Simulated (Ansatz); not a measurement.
Take BaZrO₃ in the cubic perovskite structure (space group Pm-3m, No. 221; a = 4.2050 Å) as the base. Axes: x, y, z lie along the cube axes.

One thing is altered: tensor shear ε_xz = +0.82 % (engineering shear γ = 0.0164); the atoms relax in the strained cell.

All numbers come from Kohn–Sham DFT with the r2SCAN functional, run in Ansatz (an electronic-structure program) with PAW and 500 eV plane waves, no SOC.

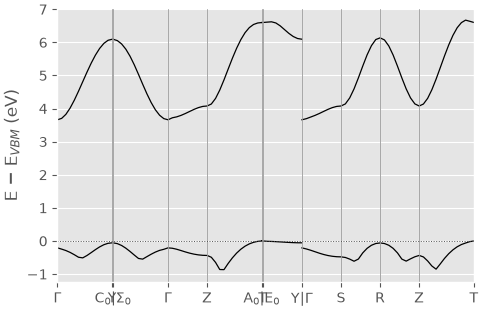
Fig. 1. Highest valence and lowest conduction band along the path of the changed cell's own zone

Read the changed gap and its character from the plot.

About 3.7 eV, indirect, T → Γ.

Whether these cells are dynamically stable was not tested. Labels are those of the standard path for the cell's own space group.
